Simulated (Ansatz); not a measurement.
Consider Ca in the fcc (Cu type) structure (space group Fm-3m, No. 225; a = 5.527 Å).

Structures relaxed with Kohn–Sham DFT with the PBE functional, run in Ansatz (a quantum-chemistry and plane-wave program) with PAW and 420 eV plane waves, no spin-orbit coupling.

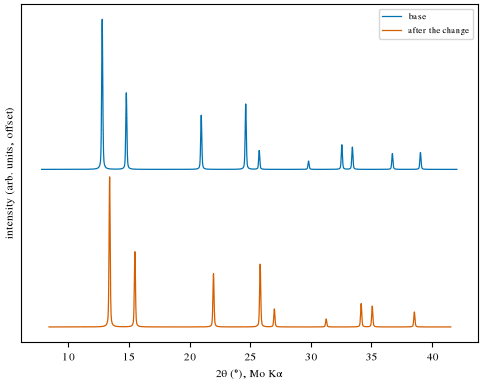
Fig. 1. Simulated powder patterns before (top) and after one change

Task: Name the change that was made.
(A) pressure 3 GPa
(B) pressure 10 GPa
(C) pressure 0.7 GPa
(D) pressure 1.5 GPa

Result: A, pressure 3 GPa. Its volume per atom is 36.71 Å³ against 42.20 Å³, and its space group is Fm-3m (No. 225).

Load acts through the strain it causes; cell and atoms are relaxed under it. No phonon test of stability was made. Competing high-pressure phases were not computed.
